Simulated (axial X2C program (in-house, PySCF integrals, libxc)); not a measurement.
Run report: YK, relativistic diatomic calculation

YK, single determinant with M_S = 1 and |Λ| = 1. Computed at this level: r2SCAN0, spin-free X2C-1e, Y dyall-v3z, K dyall-v3z (cores contracted) (axial X2C program (in-house, PySCF integrals, libxc)).

**Input**
```
{"zs": [39, 19], "q": 0, "bas": ["dyall-v3z", "dyall-v3z"], "levels": ["PBE0", "HF", "r2SCAN0", "LDA"], "cc": false, "r0": 3.59, "npts": 10, "nst": 2, "ntry": 6, "opt": {"auxb": 3.0}}
```

The line is the task of a batch: nuclear charges, charge, bases, the levels to run, a first guess of the distance and further settings. This report covers r2SCAN0 without spin-orbit coupling. The log is that of the reference distance 4.182 Å.

Hardware: 1 CPU thread, shared host.

Launched within a batch (the task file carries these settings):
```bash
python <driver script> task.json out
```

**Log**
```
spin-free X2C-1e  r2SCAN0
basis functions 219  fitting functions 733  grid points 5810
iter        total energy     max residual
   1      -3987.116528885     5.81e-02
   2      -3987.119305791     1.77e-03
   3      -3987.119494906     1.01e-03
   4      -3987.119579496     6.18e-04
   5      -3987.119636207     4.30e-04
   6      -3987.119695516     3.15e-04
   7      -3987.119742710     1.29e-04
   8      -3987.119747785     7.69e-05
   9      -3987.119749252     4.54e-05
  10      -3987.119750056     2.46e-05
  11      -3987.119750430     1.66e-05
  12      -3987.119750556     5.23e-06
  13      -3987.119750567     9.52e-07
  14      -3987.119750567     2.51e-07
converged
one-electron -5690.71249749  Coulomb 1753.82372131  exact exchange -35.31419817  xc functional -108.68060053  nuclear repulsion 93.76382432
```

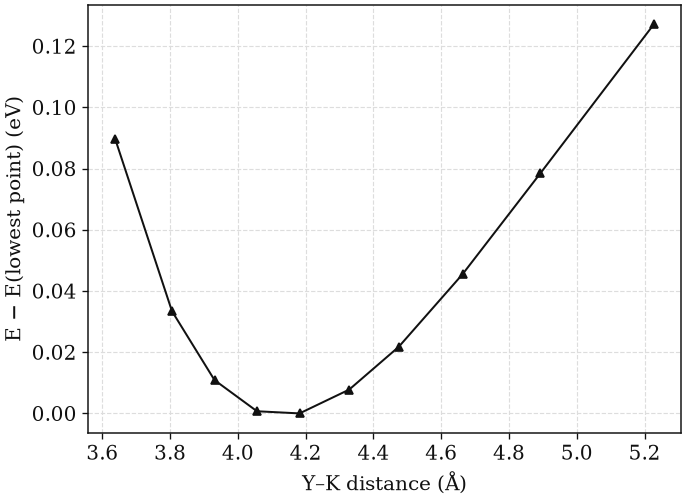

Figure 1. Energy at 10 bond lengths, for one set of occupations held fixed; the line joins the points. A polynomial of degree 6 through 9 points gives rₑ = 4.129 Å, ωₑ = 70.74 cm⁻¹, ωₑxₑ = 0.46 cm⁻¹ and Bₑ = 0.03649 cm⁻¹. The minimum lies 0.16 eV below Y + K, each computed as one determinant at the same level.

**Outcome**

- outcome: converged
- bond length rₑ: 4.129 Å
- ωₑ: 70.74 cm⁻¹
- energy at the minimum: −3987.11977 hartree
- depth below the fragments: 0.16 eV
- largest ⟨S²⟩ along the curve: 2.08
- wall time: 22 s

**What is odd here**

One thing in this input was made odd on purpose: sparse fitting set (auxb = 3.0). The program ran to the end. Its numbers are those of the input as typed; this run alone doesn't show how far the oddity moves them.
